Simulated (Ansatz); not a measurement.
## Electronic structure of GaH2OP2 (doublet) in real space

Input file:

```
crystal:
  periodic: [false, false, false]
  atoms:
    - symbol: Ga
      position_ang: [2.596686, 0.123214, 0.669031]
    - symbol: O
      position_ang: [0.820454, 0.596728, 0.576322]
    - symbol: P
      position_ang: [-0.714069, 1.043016, 0.985566]
    - symbol: P
      position_ang: [-0.465966, 2.846135, 2.203770]
    - symbol: H
      position_ang: [-1.162476, 1.691413, -0.238165]
    - symbol: H
      position_ang: [-1.895530, 3.066172, 2.114504]
basis:
  gaussian:
    orbitals: def2-TZVPD
magnetization:
  spin_polarized: true
  initial_magnetization: 1
output: {forces: true, orbitals: {seedname: orbitals}}
hamiltonian:
  xc: pbe0
```

Launched as:

```sh
ansatz run input.yaml --threads 2 --pin off --max-ram 4350MiB --events-out events.jsonl --progress --plain --runs-dir runs
```

Geometry: PBE-D3(BJ)/def2-SVP.

These are results of isolated molecule in a Gaussian basis; Kohn-Sham density functional theory, functional PBE0 in Ansatz 0.2.0, not measurements.

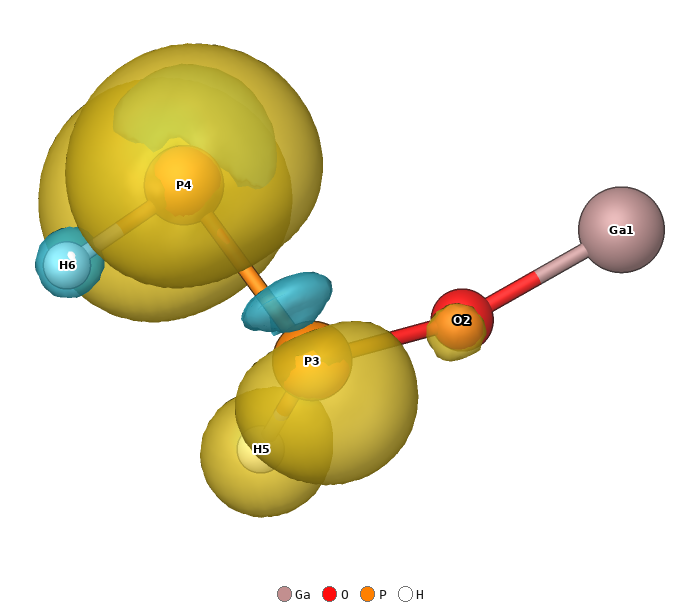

Figure 1. Isosurfaces of the spin density (α minus β) at +0.015 (yellow) and −0.015 e/Å³ (cyan), seen across its widest extent.

Q: Describe the spin distribution.

A: The unpaired spin (1 electron) lies mostly on P4 (about 0.8) and P3 (about 0.1), in electrons by Hirshfeld's partition.

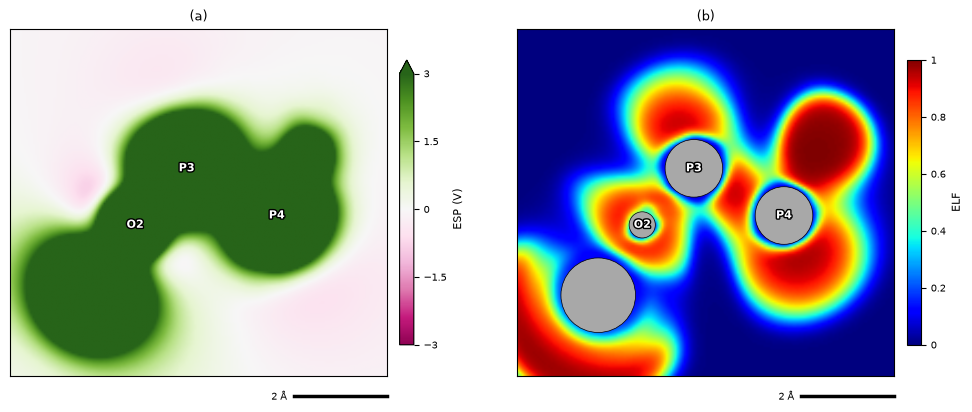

Figure 2. (a) molecular electrostatic potential; (b) ELF on the plane of atoms O2, P3 and P4. Grey discs cover the atomic cores in the ELF map.

Q: What does the map show?

A:
- Atoms in the plane: O and P.
- P–O (1.65 Å): the ELF peaks at about 0.85 between the atoms, as expected for a polar covalent bond.
- P–P (2.19 Å): the ELF peaks at about 0.90 between the atoms (a shared electron pair).
- The ELF also peaks beside P4, O2 and P3, away from the bonds: non-bonding electrons, paired or unpaired.
- Outside the dense part of the molecule the potential is most negative (−0.8 V) near O2.

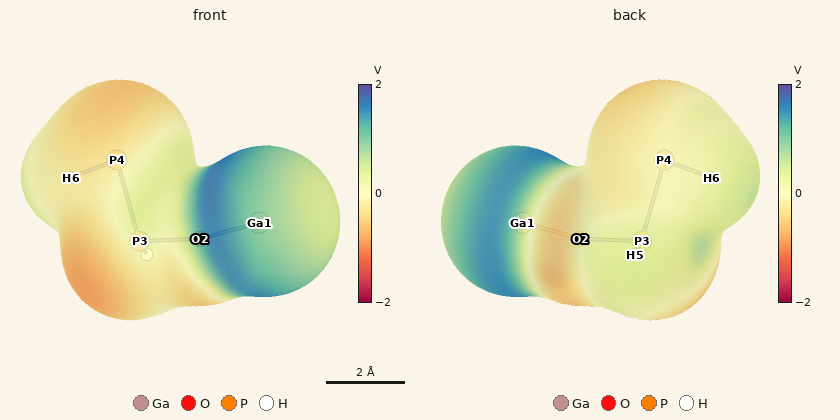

Figure 3. The electrostatic potential painted on the density surface at 0.002 e/bohr³, seen from the front and from behind; red is negative and blue positive.

Q: Which sites attract a positive test charge, and which a negative one?

A: A positive charge is drawn to the negative regions and a negative charge to the positive ones. The most negative region (about −0.9 V) lies over P3, the most positive (about +1.7 V) over Ga1.

Q: How polar is the molecule by this calculation?

A: Its dipole moment is 2.00 D.
